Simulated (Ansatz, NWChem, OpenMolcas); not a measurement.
# Strength of the Li–H bond: LiH → Li + H

Species: LiH, singlet; Li atom, doublet; H atom, doublet. 

Shapes, held fixed at every level: measured bond length. Programs: Ansatz 0.2.0, NWChem 7.3.0, OpenMolcas 26.06. A level may come from different programs for different species; with the same settings they agree closely. The zero-point and thermal change to 298 K, harmonic and unscaled (PBE0/aug-cc-pVTZ), is -4.7 kJ/mol.

```tsv
level	kind	ΔH(298 K) (kJ/mol)	less FCI/cc-pVTZ
SVWN5/cc-pVTZ	LDA	+248.8	+15.2
BLYP/cc-pVTZ	GGA	+237.7	+4.1
HSE06/cc-pVTZ	range-separated hybrid	+215.4	-18.2
wB97M-V/cc-pVTZ	range-separated hybrid	+249.5	+15.9
wB97X/cc-pVTZ	range-separated hybrid	+236.9	+3.3
CCSD(T)/def2-SVP	coupled cluster or CI	+207.1	-26.5
CCSD/cc-pVTZ	coupled cluster or CI	+233.4	-0.2
FCI/cc-pVTZ	exact in the basis	+233.6	0.0
```

The highest level, FCI/cc-pVTZ, gives ΔH(298 K) = +233.6 kJ/mol; the levels span +207.1 to +249.5. The column of differences is taken from that level and isn't an error. No measured value is set beside it here. Open shells run unrestricted unless RO is named. Correlated rows may include outer-core shells of Li, which these sets cover unevenly.

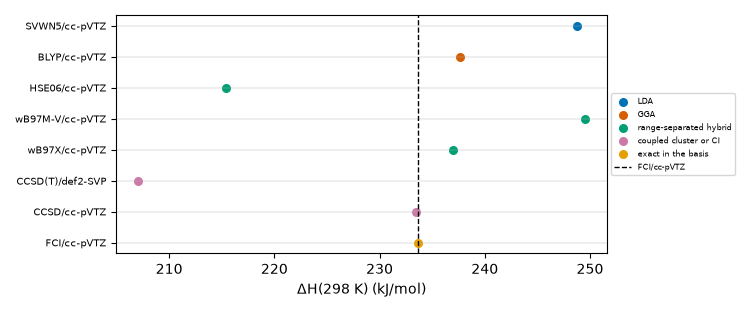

The values of the table, level by level.
